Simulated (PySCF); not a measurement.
# POH2: doublet, from a trigonal pyramidal start

Aim: relax POH2 as a doublet from a trigonal pyramidal start, check by its vibrations whether the end is a minimum, and collect its spectrum and constants.

Method: PBE0, basis P def2-TZVP, O def2-TZVP, H def2-TZVP, no relativity, density fitting; program: PySCF 2.14.0.

### 1 Where the work starts

4 atoms, charge 0, spin multiplicity 2.

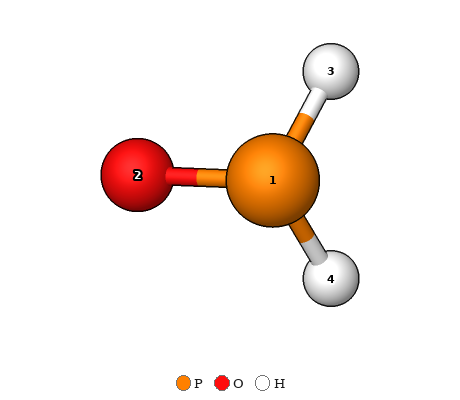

Start geometry, drawn with phosphorus orange, oxygen red, hydrogen white; atoms are numbered from 1 in the order of the file.

Coordinates in bohr (charge 0 multiplicity 2):
```
P     0.0000   -0.9648    0.0000
O     0.2153    2.0322    0.0000
H    -1.7087   -1.3009   -2.0663
H    -1.7087   -1.3010    2.0664
```

### 2 The SCF at the typed geometry

One driver script runs all steps and calls PySCF; scf.py shows how it sets up the SCF of each step. The optimiser is the driver's own. After this first run the driver tries any further starts and a stability analysis.

Contents of scf.py:

```python
from pyscf import gto, scf, dft
mol = gto.M(atom='''
P      0.000000    -0.510530     0.000010
O      0.113940     1.075380    -0.000020
H     -0.904180    -0.688410    -1.093440
H     -0.904210    -0.688460     1.093480''',
    basis={'P': 'def2-TZVP', 'O': 'def2-TZVP', 'H': 'def2-TZVP'},
    charge=0, spin=1)
mf = dft.UKS(mol, xc='PBE0')
mf.grids.atom_grid = (50, 194)
aux = {'P': 'def2-universal-JKFIT', 'O': 'def2-universal-JKFIT', 'H': 'def2-universal-JKFIT'}
mf = mf.density_fit(auxbasis=aux)
mf.conv_tol = 1e-08
mf.diis_space = 10
mf.max_cycle = 60
mf.init_guess = 'minao'
mf.verbose = 4
mf.kernel()
```

Started as:

```console
OMP_NUM_THREADS=2 python axn.py task.json out
```

The runs that follow: Trigonal pyramidal start, doublet: relaxation; Frequencies.

What does the calculation give? Wanted: minimum; geometry; wavenumbers; dipole moment; highest occupied, lowest empty level; polar-tensor charge of P1; zero-point energy; atomisation energy; ⟨S²⟩.

As calculated:

| quantity | value |
| --- | --- |
| minimum | doublet, Cs |
| geometry | P–H 1.422 Å (×2), P–O 1.492 Å; H–P–H 102.4°, H–P–O 114.3° (×2) |
| wavenumbers (cm⁻¹) | 782 (a'), 833 (a''), 1110 (a'), 1182 (a'), 2342 (a'), 2388 (a'') |
| dipole moment | 2.97 D |
| highest occupied, lowest empty level (either spin) | -7.20, -3.28 eV |
| polar-tensor charge of P1 | +0.67 e |
| zero-point energy | 51.7 kJ/mol |
| entropy at 298.15 K | 246.3 J/(mol K) |
| atomisation energy (no zero-point energy) | 1098 kJ/mol |
| ⟨S²⟩ | 0.757 |

What this shows: The molecule stays Cs, as typed, and the end point is a minimum. The strongest infrared band lies at 2388 cm⁻¹ (a'', stretch). Most of the spin sits on P1 (Mulliken spin 0.54, against 1 for the whole molecule). Only this shape and spin were tried, so other structures or states may lie lower.
